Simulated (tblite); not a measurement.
## Molecular dynamics, with input and output: C5H4

The run: molecular dynamics of C5H4 (1,4-pentadiyne), SMILES C#CCC#C. Method and program: GFN2-xTB Langevin dynamics, gas phase (tblite 0.8.0).

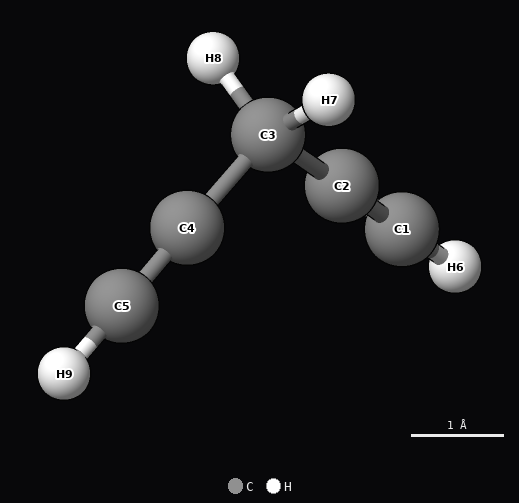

The input geometry (ball-and-stick view, seen at a tilt; atoms are numbered from 1 in the order of the input). Bond lengths as drawn: C–C 1.20 to 1.45 Å and C–H 1.05 to 1.10 Å.

## Summary

- outcome: finished
- mean temperature over the second half: 417 K
- trajectory: 41 frames kept, 1000 fs
- hardware: 1 CPU thread, shared host
- wall time: 5 s
- peak memory: 0.18 GiB

## The input
```
{"job": {"kind": "md", "xc": "GFN2-xTB", "basis": "xTB", "temperature": 400, "steps": 2000, "every": 50}, "charge": 0, "multiplicity": 1}
C     -2.118389    -0.802204     0.066216
C     -1.190688    -0.047552     0.051461
C     -0.049461     0.851622     0.031178
C      1.191035     0.099584    -0.049896
C      2.202042    -0.535013    -0.123488
H     -2.938774    -1.455415     0.079528
H     -0.126719     1.518220    -0.835369
H     -0.049351     1.459597     0.942918
H      3.093867    -1.082843    -0.187728
```

The first line tells a small driver script what to run in tblite; the rest is the geometry in Å.

Command:
```bash
OMP_NUM_THREADS=1 python <driver script> task.json out
```

## Output
```
t/fs     T/K      E/eV
    0.0   372.1   -342.58625
   25.0   343.9   -342.30013
   50.0   433.5   -342.23003
   75.0   453.7   -342.24973
  100.0   417.2   -342.23226
  125.0   306.7   -342.22293
  150.0   358.6   -342.30640
  175.0   471.0   -342.30427
  200.0   294.3   -342.18941
  225.0   319.7   -342.19602
  250.0   320.6   -342.20456
  275.0   272.0   -342.20693
  300.0   432.7   -342.35985
  325.0   444.8   -342.26969
  350.0   293.0   -342.01800
  375.0   427.7   -342.23589
  400.0   448.5   -342.13085
  425.0   481.2   -342.25226
  450.0   508.5   -342.37403
  475.0   357.8   -342.34528
  500.0   259.7   -342.15538
  525.0   498.6   -342.32885
  550.0   355.2   -342.24041
  575.0   292.0   -342.23559
  600.0   444.7   -342.20326
  625.0   664.4   -342.33209
  650.0   654.7   -342.23165
  675.0   432.8   -342.07715
  700.0   570.5   -342.27250
  725.0   396.3   -342.24999
  750.0   302.5   -342.29340
  775.0   520.8   -342.32919
  800.0   379.2   -342.11836
  825.0   485.1   -342.44704
  850.0   355.6   -342.27898
  875.0   397.5   -342.25965
  900.0   395.0   -342.15714
  925.0   338.2   -342.02485
  950.0   307.6   -342.07525
  975.0   329.6   -342.20285
 1000.0   369.4   -342.31194
```

## Trajectory as extended XYZ (Å, eV, eV/Å), 11 of the 41 frames kept, from step=0 to step=40
```
9
Properties=species:S:1:pos:R:3:forces:R:3 step=0 time_fs=0.0 energy=-342.58625 temperature=372.1
C    -2.1184   -0.8022    0.0662    0.0048   0.0022  -0.0006
C    -1.1907   -0.0476    0.0515   -0.0042  -0.0041  -0.0026
C    -0.0495    0.8516    0.0312   -0.0037  -0.0013   0.0012
C     1.1910    0.0996   -0.0499    0.0033  -0.0022  -0.0077
C     2.2020   -0.5350   -0.1235   -0.0067   0.0009  -0.0005
H    -2.9388   -1.4554    0.0795    0.0021   0.0019   0.0012
H    -0.1267    1.5182   -0.8354   -0.0027   0.0019   0.0020
H    -0.0494    1.4596    0.9429    0.0039   0.0012   0.0019
H     3.0939   -1.0828   -0.1877    0.0032  -0.0006   0.0051
9
Properties=species:S:1:pos:R:3:forces:R:3 step=4 time_fs=100.0 energy=-342.23226 temperature=417.2
C    -1.9085   -1.1111    0.6650    0.3499   1.2076  -0.2626
C    -1.3570   -0.0632    0.4313   -0.8417  -1.2647   0.3860
C    -0.4323    0.8846   -0.0935    2.1074   0.8165  -0.6803
C     0.8137    0.0834   -0.2729   -1.4050   0.8434  -0.1977
C     1.7838   -0.5989   -0.3348    1.6134  -1.4795  -0.2052
H    -2.5494   -1.9042    0.8535   -0.2655  -0.3606   0.2682
H    -0.8044    1.2580   -1.1058    0.5190  -0.1353   1.2668
H    -0.0438    1.7070    0.5916   -1.2146  -0.5830  -0.6860
H     2.6092   -1.3005   -0.4225   -0.8629   0.9556   0.1108
9
Properties=species:S:1:pos:R:3:forces:R:3 step=8 time_fs=200.0 energy=-342.18941 temperature=294.3
C    -2.3018   -0.8450    0.8609    3.7454   1.7951  -1.3162
C    -1.2567   -0.3226    0.4622   -3.3346  -1.8842   0.6346
C    -0.2148    0.4170   -0.1977    1.4011   0.9565   0.5436
C     1.1087   -0.1947   -0.3337    0.0411  -0.8740  -0.5161
C     2.1745   -0.6340   -0.6740    0.8312  -1.1781   0.1606
H    -3.0644   -1.3063    1.3811   -0.5251  -0.3155   0.2691
H    -0.4526    0.7923   -1.2133   -0.3760  -0.0316   0.6431
H     0.0328    1.2275    0.5296   -0.4970   0.2784  -0.6105
H     3.0790   -1.2526   -0.8140   -1.2861   1.2534   0.1918
9
Properties=species:S:1:pos:R:3:forces:R:3 step=12 time_fs=300.0 energy=-342.35985 temperature=432.7
C    -1.9373   -1.2193    0.8502    0.7887   0.5820  -0.6534
C    -1.1612   -0.4686    0.3144   -0.7553   0.0990   0.3829
C    -0.3002    0.5608   -0.2697    0.5883  -0.0288   0.2143
C     1.0350   -0.0840   -0.3176    0.5907  -0.2777   0.2069
C     2.0491   -0.7465   -0.2965    0.0220   0.1595   0.7535
H    -2.5605   -1.9781    1.2046   -0.1080  -0.1021   0.1651
H    -0.6531    0.8072   -1.2883    0.1429  -0.0420   0.3548
H    -0.2905    1.5151    0.3603    0.0886  -1.2029  -0.6774
H     2.9733   -1.2826   -0.0290   -1.3578   0.8130  -0.7467
9
Properties=species:S:1:pos:R:3:forces:R:3 step=16 time_fs=400.0 energy=-342.13085 temperature=448.5
C    -1.8629   -1.4929    0.7375   -2.5136  -2.9567   2.1660
C    -1.3702   -0.6147    0.1309    2.1494   1.5957  -1.7641
C    -0.4755    0.1736   -0.7197   -0.4875   1.6833  -0.4597
C     0.9600   -0.1660   -0.5676   -0.3849  -0.4538   1.4293
C     1.9468   -0.6292   -0.0346   -1.7241   0.8250  -0.8136
H    -2.5324   -2.1924    1.2666    1.0741   1.1184  -0.6807
H    -0.8123    0.0656   -1.7655    0.2573  -0.3612   0.1126
H    -0.7442    1.2864   -0.5302    0.9481  -1.3052   0.0872
H     2.8163   -0.9720    0.4094    0.6814  -0.1454  -0.0771
9
Properties=species:S:1:pos:R:3:forces:R:3 step=20 time_fs=500.0 energy=-342.15538 temperature=259.7
C    -2.3546   -1.2375    0.5511   -0.2261  -0.6966   0.8184
C    -1.3510   -0.8481    0.0281   -1.2212   0.0712   1.0151
C    -0.5809   -0.1991   -0.9503    2.1760  -1.2630  -1.7853
C     0.8254    0.0071   -0.5912    1.0514  -0.4631   0.6868
C     1.9697    0.0487   -0.1962   -3.3573  -0.1757  -1.1291
H    -2.9970   -1.7860    1.1846   -0.0020   0.1990  -0.1117
H    -0.6643   -0.9570   -1.7947    0.5163   0.9198   0.2112
H    -0.9567    0.7268   -1.2747   -0.8434   1.2287  -0.3517
H     2.8616    0.0303    0.2650    1.9064   0.1797   0.6462
9
Properties=species:S:1:pos:R:3:forces:R:3 step=24 time_fs=600.0 energy=-342.20326 temperature=444.7
C    -2.5285   -0.9735    0.8004    0.8372  -0.0468  -0.6788
C    -1.7078   -0.6949   -0.0331   -0.3181   0.5974   0.6472
C    -0.8046    0.0697   -0.8469    0.5542   1.4211  -1.4670
C     0.5815   -0.0116   -0.4218   -0.3826   0.2030   0.8881
C     1.6234    0.0203    0.1624   -0.2412  -0.1120  -0.1570
H    -3.0817   -1.5108    1.4812   -0.6906  -0.3640   0.5251
H    -0.7275   -0.3772   -1.8718   -0.7333   0.6472   0.3271
H    -1.0867    1.2372   -0.8508    0.2832  -2.3441  -0.2376
H     2.5632   -0.0428    0.5856    0.6912  -0.0018   0.1530
9
Properties=species:S:1:pos:R:3:forces:R:3 step=28 time_fs=700.0 energy=-342.27250 temperature=570.5
C    -2.9274   -0.5004    0.6141    0.4977  -0.4786   1.0831
C    -1.8041   -0.2291    0.2664    0.4837   0.2866  -0.8587
C    -0.6103    0.1371   -0.5760   -0.4052  -2.5094   1.3118
C     0.6551    0.1069    0.1864   -0.6879   0.2044  -0.4250
C     1.6954    0.0428    0.7782   -0.1225  -0.0771  -0.1277
H    -3.6354   -0.9080    1.3179    0.2640   0.5294  -0.8531
H    -0.5586   -0.6656   -1.3510    0.1557   0.2378   0.3755
H    -0.8307    1.0129   -1.0993    0.0286   1.7074  -0.4727
H     2.6249   -0.0625    1.2642   -0.2141   0.0996  -0.0333
9
Properties=species:S:1:pos:R:3:forces:R:3 step=32 time_fs=800.0 energy=-342.11836 temperature=379.2
C    -3.0682   -0.1383    0.6682    0.6987   0.8441  -0.5162
C    -2.1549    0.3957    0.0873    1.1409  -0.6132  -0.8727
C    -0.8610    0.5103   -0.7109   -0.6538  -0.1797   1.5753
C     0.2564    0.6190    0.3078   -0.0675  -0.6494  -0.0791
C     1.0577    0.4848    1.2135   -1.3050   0.1282  -1.5658
H    -3.9605   -0.3062    1.1808   -0.2285  -0.1094   0.2095
H    -0.8212   -0.3959   -1.3309    0.4341  -0.4153   0.6314
H    -0.9113    1.2455   -1.5191    0.1288   0.7615   0.7753
H     1.7898    0.3511    1.9606   -0.1477   0.2332  -0.1578
9
Properties=species:S:1:pos:R:3:forces:R:3 step=36 time_fs=900.0 energy=-342.15714 temperature=395.0
C    -3.3822    0.4918    0.6508   -2.5616   0.4523   0.9424
C    -2.3531    0.4184    0.0718    1.4511  -0.3673  -1.1071
C    -1.0689    0.3023   -0.5839    1.9048   1.5063   0.0200
C    -0.0207    0.5961    0.4820    0.9769   0.2296   1.7891
C     0.7115    0.8035    1.4557   -1.7652  -1.0536  -1.6849
H    -4.3809    0.6674    1.0300    1.1131  -0.2893  -0.2133
H    -0.8196   -0.6660   -1.0338   -0.3751  -0.0764   0.3569
H    -0.9922    1.0477   -1.4711   -0.1266  -0.7487   1.4195
H     1.2673    0.7517    2.4009   -0.6174   0.3471  -1.5226
9
Properties=species:S:1:pos:R:3:forces:R:3 step=40 time_fs=1000.0 energy=-342.31194 temperature=369.4
C    -3.5298    0.6240    0.6198   -2.9087   0.2204   1.0140
C    -2.4792    0.6015    0.0780    0.0681  -0.3286   0.1796
C    -1.2216    0.6884   -0.5470    1.8828  -0.1186  -0.8992
C    -0.1168    0.9210    0.3834    2.4099  -0.1004   1.9106
C     0.8610    1.0306    1.1202   -2.5394  -0.5886  -1.5022
H    -4.5573    0.7083    0.9694    1.3040  -0.2377  -0.2539
H    -0.9701   -0.2233   -1.1689   -0.3232   0.8090   0.5008
H    -1.3147    1.5750   -1.1763    0.2913   0.0456  -0.5110
H     1.5908    0.9675    1.8869   -0.1847   0.2988  -0.4386
```

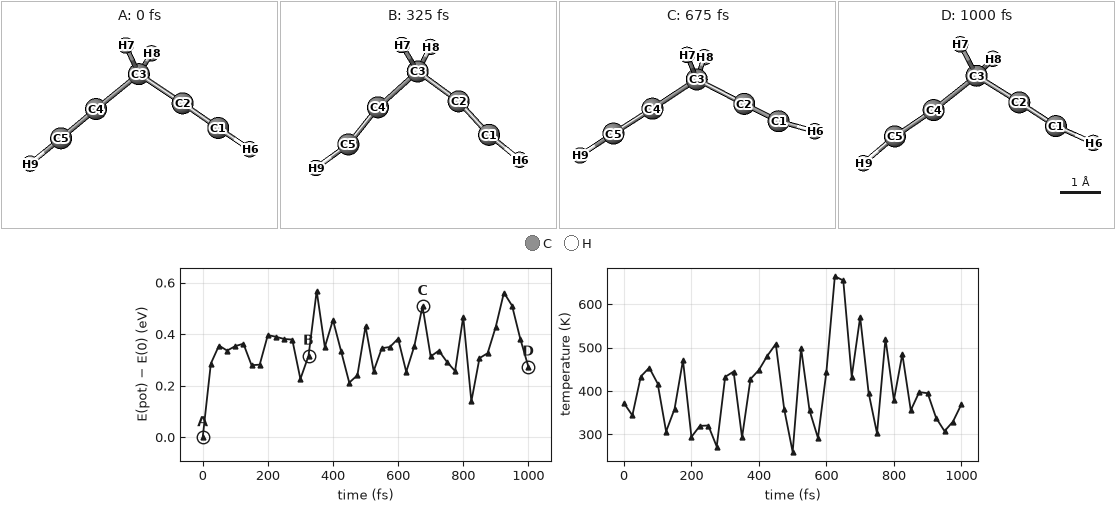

Frames of the molecular dynamics (ball-and-stick, seen at a tilt) above the curves, on which the letters mark them. The trajectory kept here has 41 frames over 1000 fs. The temperature starts at 372 K, ranges from 260 to 664 K and averages 417 K over the second half. The potential energy ends 0.274 eV above its first value. After an unweighted best fit of the last frame on the first, the root-mean-square displacement is 0.12 Å.
